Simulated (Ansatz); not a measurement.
# F₂H₃Si₂ (SMILES F[SiH](F)[SiH2]) (doublet): what the fields show

```yaml
atoms:
  - { symbol: F, position_ang: [-0.3755, -1.5788, 1.2059] }
  - { symbol: Si, position_ang: [0.6004, -0.6454, 0.3610] }
  - { symbol: F, position_ang: [1.2595, -1.5774, -0.7486] }
  - { symbol: Si, position_ang: [-0.5175, 1.0895, -0.7063] }
  - { symbol: H, position_ang: [1.6704, -0.1864, 1.2745] }
  - { symbol: H, position_ang: [-0.9879, 2.1550, 0.2171] }
  - { symbol: H, position_ang: [-1.5881, 0.6754, -1.6493] }
```

Geometry: PBE0-D4/def2-TZVP.

Computed with Ansatz, UKS PBE0-D4/def2-TZVPP.

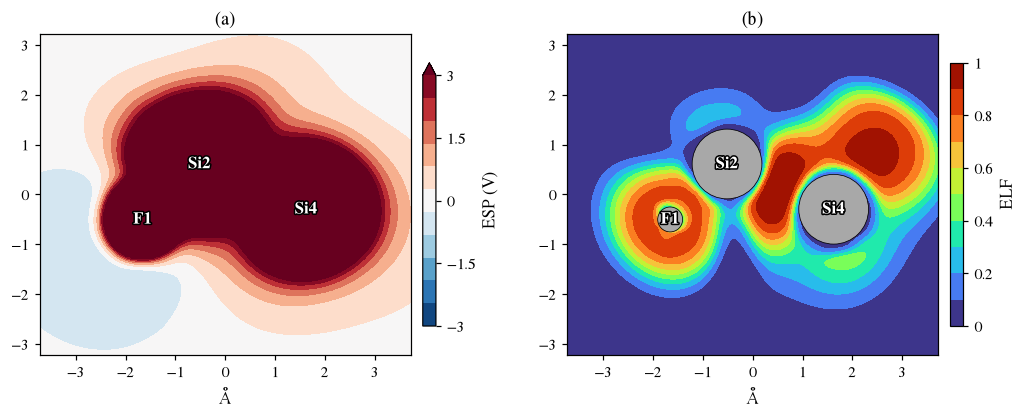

Figure 1. (a) electrostatic potential; (b) electron localisation function on the plane of atoms F1, Si2 and Si4. Grey discs cover the atomic cores in the ELF map.

Q: Interpret the plot.

A: The plane passes through F and Si nuclei. Si–F (1.59 Å): the ELF peaks at about 0.85 in the valence shell of F, 0.6 Å from its nucleus, and is about 0.55 at the midpoint. Si–Si (2.32 Å): the ELF peaks at about 1 between the atoms, as expected for a covalent bond. The ELF also peaks beside F1 and Si4, away from the bonds: non-bonding electrons, paired or unpaired. Outside the dense part of the molecule the potential is most negative (−0.8 V) near F1.

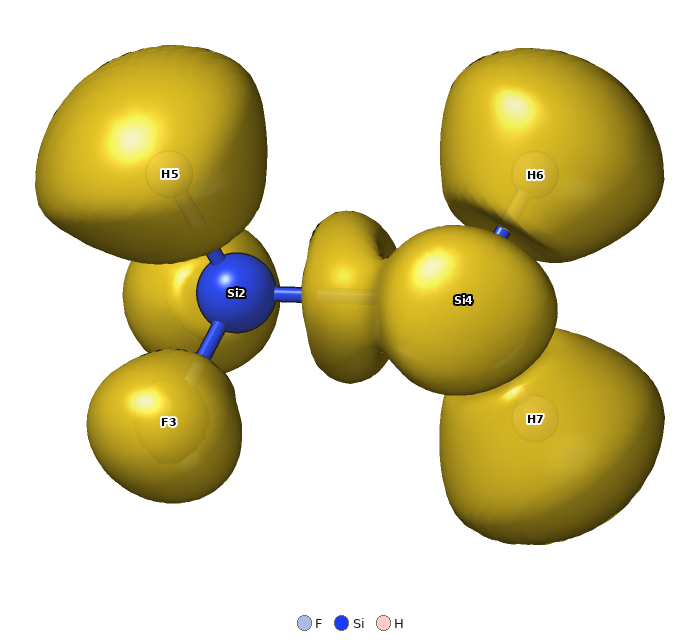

Figure 2. Isosurface of the ELF at 0.75 (yellow), seen across its widest extent. Core shells and regions of very low density are left out.

Q: What do the ELF domains correspond to?

A: At this value the surface marks out three regions around hydrogen nuclei, one region on Si in which the atom's valence shell and bonds are merged and two regions wrapped around F (its lone pairs, merged into a ring or cap).

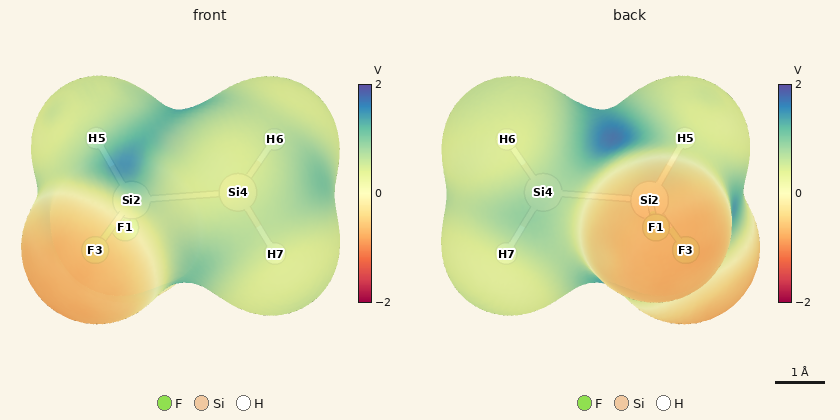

Figure 3. The electrostatic potential painted on the density surface at 0.002 e/bohr³, seen from the front and from behind; red is negative and blue positive.

Q: Where is the surface potential most negative and most positive?

A: The most negative region (about −0.8 V) lies over F1 and F3, the most positive (about +1.6 V) over Si2.

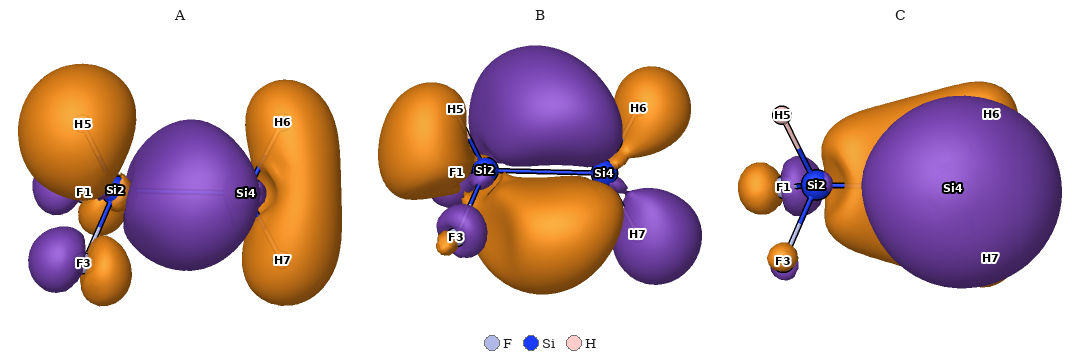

Figure 4. Three frontier orbitals at ±0.08 Å⁻³ᐟ² (orange and purple are the two phases), in no order.

Q: Order the three orbitals by energy and name them. All are α orbitals.

A: A is the HOMO−1 (α) (−8.98 eV). It lies mainly on Si4 (about 35 %), Si2 (about 25 %), H5 (about 15 %), H7 (about 5 %) and F3 (about 5 %). C is the HOMO (α) (−6.71 eV). It lies mainly on Si4 (about 75 %) and Si2 (about 10 %). B is the LUMO (α) (−0.58 eV). Its weight (Hirshfeld) is mainly on Si2 (about 40 %), Si4 (about 35 %) and H7 (about 10 %).

Q: What is the gap between the highest occupied and lowest empty α orbitals?

A: 6.13 eV between the orbital energies.
